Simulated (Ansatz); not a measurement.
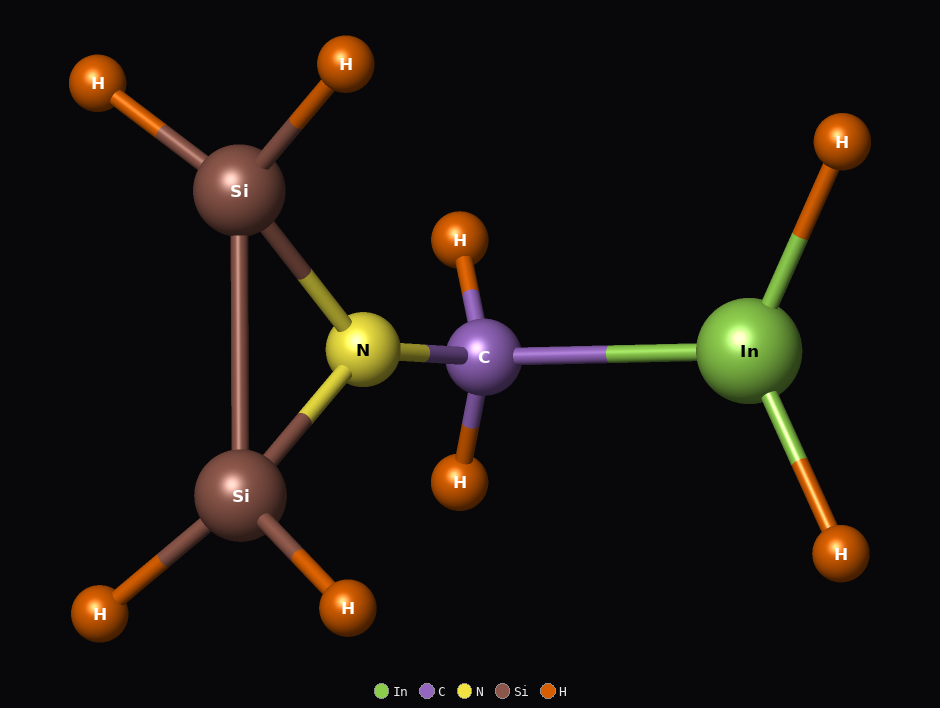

Harmonic vibrations computed with RKS PBE0-D4/def2-TZVP, core potentials on In (Ansatz 0.2.0) at a stationary point of the same level.

### Minimum or transition state?

A minimum: no imaginary frequency, and the lowest mode lies at 40 cm⁻¹.

### How many vibrational modes are there, and where do they lie?

33 modes: 40, 47, 98, 164, 231, 317, 414, 438, 479, 497, 542, 576, 608, 618, 647, 649, 704, 787, 798, 977, 983, 1143, 1228, 1238, 1465, 1795, 1797, 2194, 2199, 2201, 2206, 3067, 3128 cm⁻¹.
